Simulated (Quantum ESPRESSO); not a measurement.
# CaCo2As2: magnetism against uniaxial strain

Aim: follow moments and order energies of CaCo2As2 with uniaxial strain.

Method: PBEsol; plane waves with GBRV 1.5 PBEsol potentials, no spin-orbit coupling, in Quantum ESPRESSO 7.5.

## (1) Set-up

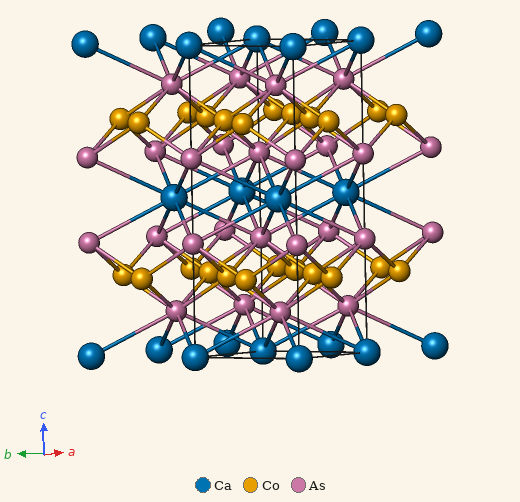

The cell as given, from a free direction (calcium blue, cobalt orange, arsenic pink). 2×2×1 cells are drawn. This picture shows the conventional cell, with its axes. Some periodic images of atoms are drawn too.

The cell comes from Materials Project 2023-11-01, a database of computed structures, and need not be the stable phase.

## (2) Factor along z 0.94, ferro ++

Lengths along Cartesian z scale by the factor. Atoms keep their fractional places. Seeded atoms are those given a starting moment.

Contents of pw.in:

```
&CONTROL
  calculation = 'scf'
  prefix = 'pwscf'
  outdir = './tmp'
  pseudo_dir = './pseudo'
  disk_io = 'nowf'
  tprnfor = .true.
  tstress = .true.
/
&SYSTEM
  ibrav = 0
  nat = 5
  ntyp = 3
  ecutwfc = 40
  ecutrho = 280
  nbnd = 39
  occupations = 'smearing'
  smearing = 'fd'
  degauss = 0.00734986
  nspin = 2
  starting_magnetization(1) = 0
  starting_magnetization(2) = 0.1176
  starting_magnetization(3) = 0
/
&ELECTRONS
  conv_thr = 1d-08
  electron_maxstep = 150
  mixing_beta = 0.3
/
ATOMIC_SPECIES
Ca     40.0780 ca_pbesol_v1.uspp.F.UPF
Co     58.9332 co_pbesol_v1.2.uspp.F.UPF
As     74.9216 as_pbesol_v1.uspp.F.UPF
CELL_PARAMETERS bohr
  -3.7876941185    3.7876941185    8.9652158074
   3.7876941185   -3.7876941185    8.9652158074
   3.7876941185    3.7876941185   -8.9652158074
ATOMIC_POSITIONS crystal
Ca      0.0000000000    0.0000000000    0.0000000000
Co      0.7500000000    0.2500000000    0.5000000000
Co      0.2500000000    0.7500000000    0.5000000000
As      0.3634838400    0.3634838400    0.0000000000
As      0.6365161600    0.6365161600    0.0000000000
K_POINTS automatic
10 10 10 0 0 0
```

On the command line:

```
> OMP_NUM_THREADS=1 mpirun -n 4 pw.x -nk 4 -in pw.in > pw.out
```

The program printed:

```text
Program PWSCF v.7.5 starts

     Message from routine setup:
     using ibrav=0 with symmetry is DISCOURAGED, use correct ibrav instead

     K-points division:     npool     =       4
     Subspace diagonalization in iterative solution of the eigenvalue problem:

     bravais-lattice index     =            0
     lattice parameter (alat)  =      10.4436  a.u.
     unit-cell volume          =     514.4824 (a.u.)^3
     number of atoms/cell      =            5
     number of atomic types    =            3
     number of electrons       =        54.00
     number of Kohn-Sham states=           39
     kinetic-energy cutoff     =      40.0000  Ry
     charge density cutoff     =     280.0000  Ry
     scf convergence threshold =      1.0E-08
     mixing beta               =       0.3000
     number of iterations used =            8  plain     mixing
     Exchange-correlation= SLA  PW   PSX  PSC
                           (   1   4  10   8   0   0   0)

     celldm(1)=  10.443579  celldm(2)=   0.000000  celldm(3)=   0.000000
     celldm(4)=   0.000000  celldm(5)=   0.000000  celldm(6)=   0.000000

     crystal axes: (cart. coord. in units of alat)
               a(1) = (  -0.362682   0.362682   0.858443 )
               a(2) = (   0.362682  -0.362682   0.858443 )
               a(3) = (   0.362682   0.362682  -0.858443 )

     reciprocal axes: (cart. coord. in units 2 pi/alat)
               b(1) = (  0.000000  1.378620  0.582450 )
               b(2) = (  1.378620  0.000000  0.582450 )
               b(3) = (  1.378620  1.378620  0.000000 )

     PseudoPot. # 1 for Ca read from file:
     ca_pbesol_v1.uspp.F.UPF
     Pseudo is Ultrasoft + core correction, Zval = 10.0

     PseudoPot. # 2 for Co read from file:
     co_pbesol_v1.2.uspp.F.UPF
     Pseudo is Ultrasoft + core correction, Zval = 17.0

     PseudoPot. # 3 for As read from file:
     as_pbesol_v1.uspp.F.UPF
     Pseudo is Ultrasoft + core correction, Zval =  5.0

     atomic species   valence    mass     pseudopotential
     Ca               10.00    40.07800     Ca( 1.00)
     Co               17.00    58.93320     Co( 1.00)
     As                5.00    74.92160     As( 1.00)

     Starting magnetic structure
     atomic species   magnetization
     Ca              0.000
     Co              0.118
     As              0.000

     16 Sym. Ops., with inversion, found

   Cartesian axes

     site n.     atom                  positions (alat units)
         1        Ca     tau(   1) = (   0.0000000   0.0000000   0.0000000  )
         2        Co     tau(   2) = (   0.0000000   0.3626816   0.4292214  )
         3        Co     tau(   3) = (   0.3626816   0.0000000   0.4292214  )
         4        As     tau(   4) = (   0.0000000  -0.0000000   0.6240602  )
         5        As     tau(   5) = (  -0.0000000  -0.0000000   1.0928255  )

     number of k points=   102  Fermi-Dirac smearing, width (Ry)=  0.0073

     Number of k-points >= 100: set verbosity='high' to print them.

     Dense  grid:    40695 G-vectors     FFT dimensions: (  60,  60,  60)

     Smooth grid:    17497 G-vectors     FFT dimensions: (  45,  45,  45)

     Check: negative core charge=   -0.000014
     Generating pointlists ...
     new r_m :   0.2318 (alat units)  2.4208 (a.u.) for type    1
     new r_m :   0.1698 (alat units)  1.7736 (a.u.) for type    2
     new r_m :   0.1698 (alat units)  1.7736 (a.u.) for type    3

     Initial potential from superposition of free atoms

     starting charge      51.9943, renormalised to      54.0000
     Starting wfcs are   44 randomized atomic wfcs

     Self-consistent Calculation

     iteration #  1     ecut=    40.00 Ry     beta= 0.30
     Davidson diagonalization with overlap
     ethr =  1.00E-02,  avg # of iterations =  4.0

     total energy              =    -743.71908405 Ry
     estimated scf accuracy    <      20.94529630 Ry

     total magnetization       =     2.18 Bohr mag/cell
     absolute magnetization    =     2.62 Bohr mag/cell

     iteration #  2     ecut=    40.00 Ry     beta= 0.30
     Davidson diagonalization with overlap
     ethr =  1.00E-02,  avg # of iterations =  3.0

     total energy              =    -750.46463819 Ry
     estimated scf accuracy    <      26.03554824 Ry

     total magnetization       =     0.15 Bohr mag/cell
     absolute magnetization    =     0.23 Bohr mag/cell

     [... further iterations left out ...]

     iteration # 19     ecut=    40.00 Ry     beta= 0.30
     Davidson diagonalization with overlap
     ethr =  1.49E-10,  avg # of iterations =  1.9

     total energy              =    -751.57332131 Ry
     estimated scf accuracy    <       0.00000001 Ry

     total magnetization       =     1.30 Bohr mag/cell
     absolute magnetization    =     1.40 Bohr mag/cell

     iteration # 20     ecut=    40.00 Ry     beta= 0.30
     Davidson diagonalization with overlap
     ethr =  2.02E-11,  avg # of iterations =  2.4

     Magnetic moment per site  (integrated on atomic sphere of radius R)
     atom   1 (R=0.232)  charge=  8.6063  magn=  0.0051
     atom   2 (R=0.170)  charge= 15.2470  magn=  0.6384
     atom   3 (R=0.170)  charge= 15.2470  magn=  0.6384
     atom   4 (R=0.170)  charge=  2.3308  magn=  0.0029
     atom   5 (R=0.170)  charge=  2.3308  magn=  0.0029

     End of self-consistent calculation

     Number of k-points >= 100: set verbosity='high' to print the bands.

     the Fermi energy is    12.9874 ev

!    total energy              =    -751.57332131 Ry
     estimated scf accuracy    <          1.2E-09 Ry
     smearing contrib. (-TS)   =      -0.00751409 Ry
     internal energy E=F+TS    =    -751.56580722 Ry

     The total energy is F=E-TS. E is the sum of the following terms:
     one-electron contribution =    -505.97801460 Ry
     hartree contribution      =     279.22938283 Ry
     xc contribution           =    -139.66546259 Ry
     ewald contribution        =    -385.15171286 Ry

     total magnetization       =     1.30 Bohr mag/cell
     absolute magnetization    =     1.40 Bohr mag/cell

     convergence has been achieved in  20 iterations

     Forces acting on atoms (cartesian axes, Ry/au):

     atom    1 type  1   force =    -0.00000000   -0.00000000    0.00000000
     atom    2 type  2   force =    -0.00000000   -0.00000000   -0.00000000
     atom    3 type  2   force =     0.00000000    0.00000000    0.00000000
     atom    4 type  3   force =    -0.00000000   -0.00000000    0.02442911
     atom    5 type  3   force =    -0.00000000   -0.00000000   -0.02442911

     Total force =     0.034548     Total SCF correction =     0.000023

     Computing stress (Cartesian axis) and pressure

          total   stress  (Ry/bohr**3)                   (kbar)     P=       51.37
   0.00021216  -0.00000000   0.00000000           31.21       -0.00        0.00
  -0.00000000   0.00021216   0.00000000           -0.00       31.21        0.00
   0.00000000   0.00000000   0.00062321            0.00        0.00       91.68

=------------------------------------------------------------------------------=
   JOB DONE.
=------------------------------------------------------------------------------=
```

Run time: 4.7 min. Hardware: 4 MPI ranks of Arm Neoverse V1, shared host; peak memory 0.77 GiB; 19 min of CPU time.

Spin moment in the atom's sphere by atom:

```csv
atom,spin moment in the atom's sphere (μB)
Ca1,0.005
Co2,0.638
Co3,0.638
As4,0.003
As5,0.003
```

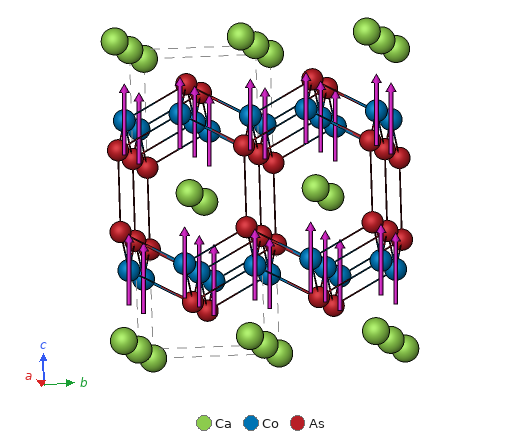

Spin moment in the atom's sphere as arrows, the longest 0.638 μB. Up and down stand for the sign. Arrows give size and sign along the axis of quantisation, drawn up and down the page. 2×2×1 conventional cells are drawn. Some periodic images of atoms are drawn too.

Numbers from this step:

* smearing term TS: 0.1022 eV
* pressure: 5.137 GPa
* magnetization: 1.3 μB
* absolute magnetization: 1.404 μB
* final state: ferromagnetic

## (3) Factor along z 0.94, antiferro +-

pw.in, as its differences from that of step 2:

```diff
@@ -12,6 +12,6 @@
   nat = 5
-  ntyp = 3
+  ntyp = 4
   ecutwfc = 40
   ecutrho = 280
-  nbnd = 39
+  nbnd = 37
   occupations = 'smearing'
@@ -22,3 +22,4 @@
   starting_magnetization(2) = 0.1176
-  starting_magnetization(3) = 0
+  starting_magnetization(3) = -0.1176
+  starting_magnetization(4) = 0
 /
@@ -31,3 +32,4 @@
 Ca     40.0780 ca_pbesol_v1.uspp.F.UPF
-Co     58.9332 co_pbesol_v1.2.uspp.F.UPF
+Co1    58.9332 co_pbesol_v1.2.uspp.F.UPF
+Co2    58.9332 co_pbesol_v1.2.uspp.F.UPF
 As     74.9216 as_pbesol_v1.uspp.F.UPF
@@ -39,4 +41,4 @@
 Ca      0.0000000000    0.0000000000    0.0000000000
-Co      0.7500000000    0.2500000000    0.5000000000
-Co      0.2500000000    0.7500000000    0.5000000000
+Co1     0.7500000000    0.2500000000    0.5000000000
+Co2     0.2500000000    0.7500000000    0.5000000000
 As      0.3634838400    0.3634838400    0.0000000000
```

The program printed:

```text
     [... lines left out ...]
Program PWSCF v.7.5 starts
     [... lines left out ...]
     number of atoms/cell      =            5
     [... lines left out ...]
     number of electrons       =        54.00
     number of Kohn-Sham states=           37
     kinetic-energy cutoff     =      40.0000  Ry
     charge density cutoff     =     280.0000  Ry
     scf convergence threshold =      1.0E-08
     [... lines left out ...]
      8 Sym. Ops. (no inversion) found
     [... lines left out ...]
     number of k points=   102  Fermi-Dirac smearing, width (Ry)=  0.0073
     [... lines left out ...]
     iteration # 25     ecut=    40.00 Ry     beta= 0.30
     [... lines left out ...]
     Magnetic moment per site  (integrated on atomic sphere of radius R)
     atom   1 (R=0.232)  charge=  8.6038  magn=  0.0000
     atom   2 (R=0.170)  charge= 15.2541  magn=  0.0007
     atom   3 (R=0.170)  charge= 15.2541  magn= -0.0004
     atom   4 (R=0.170)  charge=  2.3282  magn=  0.0000
     atom   5 (R=0.170)  charge=  2.3282  magn=  0.0000
     [... lines left out ...]
     the Fermi energy is    12.9834 ev
!    total energy              =    -751.57055515 Ry
     estimated scf accuracy    <          5.4E-09 Ry
     smearing contrib. (-TS)   =      -0.01212600 Ry
     [... lines left out ...]
     total magnetization       =     0.00 Bohr mag/cell
     absolute magnetization    =     0.00 Bohr mag/cell
     convergence has been achieved in  25 iterations
     [... lines left out ...]
     Total force =     0.027695     Total SCF correction =     0.000009
     [... lines left out ...]
          total   stress  (Ry/bohr**3)                   (kbar)     P=       46.76
     [... lines left out ...]
```

Elapsed: 5.4 min, on 4 MPI ranks; peak memory 0.77 GiB; 22 min of CPU time.

Spin moment in the atom's sphere by atom:

| atom | spin moment in the atom's sphere (μB) |
| --- | --- |
| Ca1 | 0.0000 |
| Co2 | 0.0007 |
| Co3 | -0.0004 |
| As4 | 0.0000 |
| As5 | 0.0000 |

Read from the output:

- smearing term TS: 0.1650 eV
- pressure: 4.676 GPa
- magnetization: 0 μB
- absolute magnetization: 0 μB
- final state: non-magnetic

## (4) Factor along z 0.94, no spin polarisation

Contents of pw.in:

```
&CONTROL
  calculation = 'scf'
  prefix = 'pwscf'
  outdir = './tmp'
  pseudo_dir = './pseudo'
  disk_io = 'nowf'
  tprnfor = .true.
  tstress = .true.
/
&SYSTEM
  ibrav = 0
  nat = 5
  ntyp = 3
  ecutwfc = 40
  ecutrho = 280
  nbnd = 37
  occupations = 'smearing'
  smearing = 'fd'
  degauss = 0.00734986
/
&ELECTRONS
  conv_thr = 1d-08
  electron_maxstep = 150
  mixing_beta = 0.3
/
ATOMIC_SPECIES
Ca     40.0780 ca_pbesol_v1.uspp.F.UPF
Co     58.9332 co_pbesol_v1.2.uspp.F.UPF
As     74.9216 as_pbesol_v1.uspp.F.UPF
CELL_PARAMETERS bohr
  -3.7876941185    3.7876941185    8.9652158074
   3.7876941185   -3.7876941185    8.9652158074
   3.7876941185    3.7876941185   -8.9652158074
ATOMIC_POSITIONS crystal
Ca      0.0000000000    0.0000000000    0.0000000000
Co      0.7500000000    0.2500000000    0.5000000000
Co      0.2500000000    0.7500000000    0.5000000000
As      0.3634838400    0.3634838400    0.0000000000
As      0.6365161600    0.6365161600    0.0000000000
K_POINTS automatic
10 10 10 0 0 0
```

The program printed:

```text
     [... lines left out ...]
Program PWSCF v.7.5 starts
     [... lines left out ...]
     number of atoms/cell      =            5
     [... lines left out ...]
     number of electrons       =        54.00
     number of Kohn-Sham states=           37
     kinetic-energy cutoff     =      40.0000  Ry
     charge density cutoff     =     280.0000  Ry
     scf convergence threshold =      1.0E-08
     [... lines left out ...]
     16 Sym. Ops., with inversion, found
     [... lines left out ...]
     number of k points=   102  Fermi-Dirac smearing, width (Ry)=  0.0073
     [... lines left out ...]
     iteration # 16     ecut=    40.00 Ry     beta= 0.30
     [... lines left out ...]
     the Fermi energy is    12.9835 ev
!    total energy              =    -751.57056145 Ry
     estimated scf accuracy    <          2.3E-09 Ry
     smearing contrib. (-TS)   =      -0.01212625 Ry
     [... lines left out ...]
     convergence has been achieved in  16 iterations
     [... lines left out ...]
     Total force =     0.027701     Total SCF correction =     0.000053
     [... lines left out ...]
          total   stress  (Ry/bohr**3)                   (kbar)     P=       46.39
     [... lines left out ...]
```

The job ended after 1.9 min (4 MPI ranks; peak memory 0.54 GiB; 7.8 min of CPU time).

Numbers from this step:

| Property | Result |
| --- | --- |
| smearing term TS | 0.1650 eV |
| pressure | 4.639 GPa |
| final state | non-magnetic (no spin polarisation) |

(Continued in part 2 of 2.)

[Logs and program files are shortened in this print: banners, set-up blocks, solver, clock and traceback lines can be left out without a mark of their own.]

[Logs are printed without paths, hosts, clocks, repeated set-up lines and the standing remarks that a program may print on its own settings, such as how far it seeks lower states.]

[Hosts, paths, dates, database ids (printed as entryN), source tags and the programs' standing remarks are cut or masked in the printed files.]

[Where a cell is said to come from a database of computed structures, the database is the Materials Project.]
